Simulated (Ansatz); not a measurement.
Geometry relaxation, with input and output: SiH₃SO (part 2 of 2)

SiH₃SO, multiplicity 2; UKS PBE0-D4/def2-TZVP (Ansatz 0.2.0). 

Geometry of the input (Å):
```
Si -0.4856  -0.2455  0.0921
O  -0.2739  -1.9141  0.0652
S  1.2668  0.8822  0.6967
H  -0.7612  0.3194  -1.2890
H  0.2741  -2.2729  -0.6579
H  1.3787  0.2695  1.9085
```

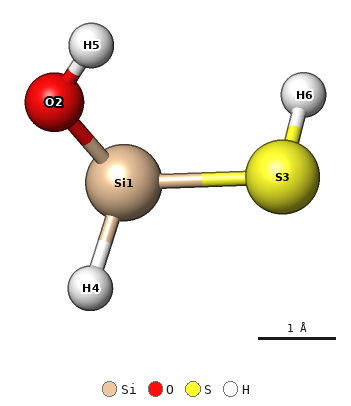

Fig. 1: The geometry at step 23 of the log (ball-and-stick view, seen at a tilt; atoms are numbered from 1 in the order of the input).

Trajectory as extended XYZ, continued
```
6
Properties=species:S:1:pos:R:3:forces:R:3 step=9 energy=-20801.88164
Si   -0.5029   -0.2320    0.0711   -0.0209   0.0015   0.0240
O    -0.3250   -1.8661    0.0051   -0.2467   0.1556   0.1635
S     1.2604    0.8180    0.6658   -0.0026  -0.0300  -0.0167
H    -0.8046    0.3499   -1.2701   -0.0119   0.0201  -0.0160
H     0.4016   -2.2179   -0.5034    0.2787  -0.1535  -0.1676
H     1.3694    0.1867    1.8473    0.0036   0.0063   0.0129
6
Properties=species:S:1:pos:R:3:forces:R:3 step=10 energy=-20801.87911 accepted=F
Si   -0.5047   -0.2285    0.0733    0.0049   0.1027  -0.0332
O    -0.3921   -1.8667   -0.0660    0.6814  -0.1502  -0.2658
S     1.3102    0.7700    0.6349   -0.1257  -0.1752  -0.0074
H    -0.8453    0.4216   -1.2325    0.0109  -0.0470   0.0533
H     0.4364   -2.2290   -0.4309   -0.5924   0.2450   0.2749
H     1.3944    0.1711    1.8369    0.0209   0.0247  -0.0218
6
Properties=species:S:1:pos:R:3:forces:R:3 step=11 energy=-20801.88493
Si   -0.5065   -0.2291    0.0733    0.0172   0.0365   0.0006
O    -0.3566   -1.8653   -0.0241    0.0927   0.0168  -0.0592
S     1.2886    0.7852    0.6472   -0.0527  -0.0661  -0.0053
H    -0.8252    0.3845   -1.2520   -0.0058  -0.0081   0.0134
H     0.4180   -2.2179   -0.4736   -0.0598   0.0127   0.0591
H     1.3806    0.1810    1.8450    0.0083   0.0082  -0.0086
6
Properties=species:S:1:pos:R:3:forces:R:3 step=12 energy=-20801.88630
Si   -0.5096   -0.2229    0.0720    0.0010  -0.0305  -0.0233
O    -0.3699   -1.8601   -0.0470    0.0638   0.0603  -0.0168
S     1.2981    0.7702    0.6420   -0.0387  -0.0545  -0.0103
H    -0.8413    0.3947   -1.2490    0.0108   0.0142   0.0349
H     0.4322   -2.2121   -0.4439   -0.0307   0.0028   0.0377
H     1.3893    0.1687    1.8417   -0.0062   0.0077  -0.0220
6
Properties=species:S:1:pos:R:3:forces:R:3 step=13 energy=-20801.88612 accepted=F
Si   -0.5242   -0.2198    0.0737    0.0602  -0.0539  -0.1163
O    -0.3876   -1.8556   -0.0871    0.4273  -0.0738  -0.1209
S     1.3064    0.7424    0.6203   -0.0460  -0.0635   0.0461
H    -0.8549    0.4255   -1.2348   -0.0364   0.0003   0.0445
H     0.4705   -2.2010   -0.3804   -0.4251   0.1701   0.1655
H     1.3887    0.1470    1.8240    0.0200   0.0209  -0.0188
6
Properties=species:S:1:pos:R:3:forces:R:3 step=14 energy=-20801.88780
Si   -0.5125   -0.2220    0.0661   -0.0178  -0.0105   0.0126
O    -0.3746   -1.8580   -0.0634    0.0742   0.0409  -0.0329
S     1.3008    0.7594    0.6352   -0.0254  -0.0439  -0.0160
H    -0.8530    0.4099   -1.2447    0.0133   0.0052   0.0152
H     0.4501   -2.2087   -0.4123   -0.0387   0.0034   0.0361
H     1.3881    0.1580    1.8349   -0.0055   0.0050  -0.0150
6
Properties=species:S:1:pos:R:3:forces:R:3 step=15 energy=-20801.88906
Si   -0.5243   -0.2229    0.0667    0.0449  -0.0057  -0.0200
O    -0.3759   -1.8555   -0.0798    0.0555  -0.0154  -0.0361
S     1.2998    0.7415    0.6228   -0.0093  -0.0046   0.0167
H    -0.8551    0.4223   -1.2391   -0.0296   0.0026  -0.0004
H     0.4701   -2.1993   -0.3832   -0.0648   0.0236   0.0447
H     1.3843    0.1525    1.8283    0.0033  -0.0007  -0.0049
6
Properties=species:S:1:pos:R:3:forces:R:3 step=16 energy=-20801.89034
Si   -0.5273   -0.2190    0.0597    0.0092   0.0252  -0.0177
O    -0.3757   -1.8499   -0.0959    0.0682  -0.0389  -0.0433
S     1.2992    0.7378    0.6202   -0.0009  -0.0044   0.0031
H    -0.8698    0.4333   -1.2409   -0.0117  -0.0091   0.0156
H     0.4890   -2.1922   -0.3428   -0.0705   0.0220   0.0358
H     1.3835    0.1285    1.8154    0.0057   0.0051   0.0066
6
Properties=species:S:1:pos:R:3:forces:R:3 step=17 energy=-20801.89128
Si   -0.5161   -0.2229    0.0570   -0.0051   0.0292  -0.0039
O    -0.3758   -1.8520   -0.1322   -0.0649   0.0386  -0.0224
S     1.3228    0.7184    0.6053   -0.0304  -0.0358   0.0339
H    -0.8923    0.4518   -1.2217   -0.0027  -0.0293  -0.0023
H     0.4974   -2.2042   -0.3150    0.0634  -0.0222   0.0050
H     1.3631    0.1473    1.8224    0.0398   0.0195  -0.0103
6
Properties=species:S:1:pos:R:3:forces:R:3 step=18 energy=-20801.87693 accepted=F
Si   -0.5359   -0.2203    0.0370   -0.0563  -0.2104   0.1894
O    -0.3922   -1.8469   -0.1911    0.0925   0.0203  -0.0244
S     1.3019    0.6982    0.6285    0.1728   0.1206  -0.0326
H    -0.9174    0.4390   -1.2468    0.0964   0.0864   0.0310
H     0.5011   -2.1945   -0.2725   -0.0817   0.0116   0.0285
H     1.4413    0.1630    1.8605   -0.2236  -0.0285  -0.1919
6
Properties=species:S:1:pos:R:3:forces:R:3 step=19 energy=-20801.89212
Si   -0.5224   -0.2236    0.0525    0.0024  -0.0082   0.0083
O    -0.3824   -1.8490   -0.1732    0.3520  -0.1300  -0.0668
S     1.3230    0.7052    0.6018    0.0027  -0.0151   0.0368
H    -0.9066    0.4610   -1.2182    0.0025  -0.0107   0.0069
H     0.5118   -2.2054   -0.2741   -0.3581   0.1482   0.0589
H     1.3754    0.1503    1.8269   -0.0015   0.0158  -0.0441
6
Properties=species:S:1:pos:R:3:forces:R:3 step=20 energy=-20801.89589
Si   -0.5163   -0.2255    0.0478   -0.0122  -0.0620  -0.0210
O    -0.3736   -1.8444   -0.2357    0.2042  -0.0150  -0.0237
S     1.3364    0.6920    0.5934    0.0069  -0.0144   0.0356
H    -0.9350    0.4781   -1.2032    0.0207  -0.0304   0.0380
H     0.5155   -2.2178   -0.2143   -0.2194   0.1011   0.0176
H     1.3719    0.1562    1.8276   -0.0002   0.0207  -0.0465
6
Properties=species:S:1:pos:R:3:forces:R:3 step=21 energy=-20801.90093
Si   -0.5113   -0.2424    0.0523   -0.0026   0.0791  -0.0632
O    -0.3590   -1.8384   -0.3293    0.1619  -0.0388   0.0192
S     1.3426    0.6849    0.5812   -0.0008  -0.0351   0.0384
H    -0.9460    0.4905   -1.1709   -0.0610  -0.0097   0.0059
H     0.4996   -2.2303   -0.1413   -0.1228  -0.0105  -0.0114
H     1.3729    0.1742    1.8238    0.0253   0.0150   0.0112
6
Properties=species:S:1:pos:R:3:forces:R:3 step=22 energy=-20801.90097
Si   -0.4872   -0.2480    0.0214   -0.0851   0.0558   0.1899
O    -0.3301   -1.8403   -0.3806    0.1756   0.0329  -0.0543
S     1.3633    0.6741    0.5786    0.0175  -0.0028  -0.0290
H    -0.9969    0.5252   -1.1502    0.0734  -0.1345  -0.0217
H     0.4838   -2.2645   -0.0872   -0.1656   0.0436  -0.0576
H     1.3661    0.1921    1.8337   -0.0158   0.0050  -0.0273
6
Properties=species:S:1:pos:R:3:forces:R:3 step=23 energy=-20801.90748
Si   -0.4987   -0.2487    0.0360    0.0174   0.0196   0.0316
O    -0.3202   -1.8283   -0.4068    0.1810  -0.0252   0.0399
S     1.3552    0.6757    0.5777    0.0154   0.0180   0.0150
H    -0.9881    0.5118   -1.1503    0.0000  -0.0688   0.0086
H     0.4729   -2.2626   -0.0720   -0.1995   0.0492  -0.0794
H     1.3778    0.1906    1.8311   -0.0143   0.0073  -0.0157
6
Properties=species:S:1:pos:R:3:forces:R:3 step=24 energy=-20801.90993
Si   -0.4839   -0.2532    0.0381    0.0808   0.1699   0.1617
O    -0.2997   -1.8159   -0.4270   -0.1103  -0.1331  -0.1909
S     1.3679    0.6810    0.5745   -0.0065   0.0100   0.0590
H    -0.9951    0.5125   -1.1306   -0.0203  -0.0589  -0.0489
H     0.4432   -2.3097   -0.0788    0.0488  -0.0080   0.0599
H     1.3665    0.2238    1.8396    0.0075   0.0201  -0.0408
6
Properties=species:S:1:pos:R:3:forces:R:3 step=25 energy=-20801.91526
Si   -0.4590   -0.2599    0.0494    0.0322   0.1006   0.0840
O    -0.2943   -1.8082   -0.4748    0.2044  -0.2844   0.0021
S     1.3896    0.6873    0.5797   -0.0182  -0.0246   0.0577
H    -1.0046    0.4926   -1.1109   -0.0164   0.0114  -0.0152
H     0.4020   -2.3527   -0.0896   -0.2075   0.1765  -0.0627
H     1.3652    0.2794    1.8620    0.0055   0.0206  -0.0659
6
Properties=species:S:1:pos:R:3:forces:R:3 step=26 energy=-20801.91782
Si   -0.4528   -0.2619    0.0515    0.0004  -0.0626  -0.0567
O    -0.2832   -1.8079   -0.5017    0.1167  -0.0086   0.0825
S     1.3939    0.6878    0.5816   -0.0134  -0.0140   0.0359
H    -1.0134    0.4871   -1.1062    0.0026   0.0194   0.0303
H     0.3857   -2.3512   -0.0741   -0.1064   0.0515  -0.0439
H     1.3687    0.2848    1.8646    0.0000   0.0144  -0.0482
6
Properties=species:S:1:pos:R:3:forces:R:3 step=27 energy=-20801.91924
Si   -0.4396   -0.2697    0.0517   -0.0034  -0.0230  -0.0115
O    -0.2657   -1.8050   -0.5223   -0.0690   0.0858  -0.0635
S     1.4017    0.6895    0.5813   -0.0066  -0.0018   0.0236
H    -1.0176    0.4885   -1.0894    0.0006   0.0110   0.0058
H     0.3585   -2.3770   -0.0762    0.0719  -0.0767   0.0727
H     1.3617    0.3121    1.8706    0.0066   0.0046  -0.0272
6
Properties=species:S:1:pos:R:3:forces:R:3 step=28 energy=-20801.91962
Si   -0.4415   -0.2687    0.0506    0.0192  -0.0074  -0.0221
O    -0.2550   -1.8014   -0.5254   -0.0953   0.0884  -0.0751
S     1.3932    0.7022    0.5841   -0.0221   0.0099  -0.0281
H    -1.0171    0.4893   -1.0921   -0.0029   0.0072   0.0076
H     0.3530   -2.3776   -0.0635    0.0873  -0.0917   0.0805
H     1.3663    0.2948    1.8621    0.0137  -0.0065   0.0372
6
Properties=species:S:1:pos:R:3:forces:R:3 step=29 energy=-20801.90759 accepted=F
Si   -0.4326   -0.2758    0.0387    0.0887   0.0560   0.0909
O    -0.1935   -1.7836   -0.5752    0.4382  -0.7716   0.5239
S     1.3638    0.7564    0.6017   -0.0533   0.0190  -0.0357
H    -1.0274    0.4918   -1.0861    0.0247   0.0074  -0.0108
H     0.2863   -2.4333   -0.0210   -0.4771   0.7072  -0.5720
H     1.4024    0.2831    1.8575   -0.0212  -0.0181   0.0036
6
Properties=species:S:1:pos:R:3:forces:R:3 step=30 energy=-20801.91984
Si   -0.4444   -0.2707    0.0445    0.0064  -0.0109   0.0290
O    -0.2470   -1.8012   -0.5335   -0.0710   0.0665  -0.0649
S     1.3787    0.7133    0.5917    0.0121   0.0429  -0.0609
H    -1.0177    0.4900   -1.0976    0.0153   0.0040   0.0077
H     0.3435   -2.3820   -0.0538    0.0652  -0.0741   0.0595
H     1.3858    0.2891    1.8644   -0.0280  -0.0283   0.0296
6
Properties=species:S:1:pos:R:3:forces:R:3 step=31 energy=-20801.91964 accepted=F
Si   -0.4470   -0.2760    0.0484    0.0254  -0.0220   0.0117
O    -0.2434   -1.8022   -0.5392   -0.0827   0.0766  -0.0579
S     1.3667    0.7221    0.5912    0.0423   0.0474  -0.0179
H    -1.0052    0.4919   -1.0931   -0.0325   0.0124  -0.0218
H     0.3351   -2.3900   -0.0540    0.0731  -0.0853   0.0671
H     1.3927    0.2926    1.8624   -0.0255  -0.0290   0.0188
6
Properties=species:S:1:pos:R:3:forces:R:3 step=32 energy=-20801.92039
Si   -0.4423   -0.2710    0.0463    0.0096   0.0059   0.0032
O    -0.2455   -1.8007   -0.5342   -0.0088   0.0073  -0.0134
S     1.3780    0.7200    0.5901   -0.0048   0.0107  -0.0159
H    -1.0151    0.4910   -1.0950    0.0027  -0.0001   0.0061
H     0.3417   -2.3854   -0.0517    0.0067  -0.0156   0.0121
H     1.3820    0.2847    1.8602   -0.0054  -0.0082   0.0080
6
Properties=species:S:1:pos:R:3:forces:R:3 step=33 energy=-20801.92054
Si   -0.4374   -0.2723    0.0447   -0.0155  -0.0142   0.0068
O    -0.2381   -1.8003   -0.5412    0.0054   0.0206   0.0044
S     1.3732    0.7311    0.5923    0.0076   0.0038  -0.0003
H    -1.0146    0.4910   -1.0921   -0.0010   0.0053  -0.0102
H     0.3321   -2.3914   -0.0455    0.0021  -0.0144   0.0005
H     1.3837    0.2804    1.8575    0.0013  -0.0011  -0.0013
6
Properties=species:S:1:pos:R:3:forces:R:3 step=34 energy=-20801.92060
Si   -0.4391   -0.2730    0.0444    0.0022  -0.0028  -0.0002
O    -0.2310   -1.7984   -0.5449    0.0178  -0.0134   0.0259
S     1.3669    0.7382    0.5942    0.0028   0.0034   0.0079
H    -1.0136    0.4916   -1.0932   -0.0032   0.0011  -0.0053
H     0.3262   -2.3946   -0.0395   -0.0185   0.0116  -0.0221
H     1.3895    0.2747    1.8548   -0.0011   0.0001  -0.0063
6
Properties=species:S:1:pos:R:3:forces:R:3 step=35 energy=-20801.92064
Si   -0.4380   -0.2723    0.0440   -0.0043   0.0093   0.0143
O    -0.2290   -1.7973   -0.5431   -0.0022  -0.0152  -0.0131
S     1.3647    0.7435    0.5957    0.0046   0.0038   0.0032
H    -1.0132    0.4914   -1.0941    0.0016  -0.0023  -0.0039
H     0.3232   -2.3991   -0.0401    0.0004   0.0042   0.0024
H     1.3913    0.2724    1.8533   -0.0001   0.0001  -0.0030
6
Properties=species:S:1:pos:R:3:forces:R:3 step=36 energy=-20801.92065
Si   -0.4384   -0.2725    0.0444   -0.0012  -0.0011  -0.0016
O    -0.2290   -1.7978   -0.5439   -0.0021   0.0034  -0.0005
S     1.3640    0.7441    0.5960    0.0015   0.0024  -0.0005
H    -1.0128    0.4915   -1.0943    0.0015  -0.0044   0.0012
H     0.3231   -2.3984   -0.0394    0.0000   0.0010   0.0000
H     1.3920    0.2718    1.8530    0.0003  -0.0013   0.0014
```

Results in brief

| quantity | value |
| --- | --- |
| outcome | converged |
| total energy | −20801.9207 eV |
| mean-field energy | −20801.8188 eV |
| dispersion energy | −0.1019 eV |
| ⟨S²⟩ | 0.753 |
| SCF solution under orbital rotations | stable |
| largest force (length of the vector) at the end | 0.005 eV/Å |
| dipole moment | 1.89 D |
| hardware | 2 threads of Intel Xeon @ 2.50GHz, 11 GiB of memory available, shared host |
| wall time | 2.7 min (CPU time 5.2 min) |
| peak memory | 0.3 GiB |
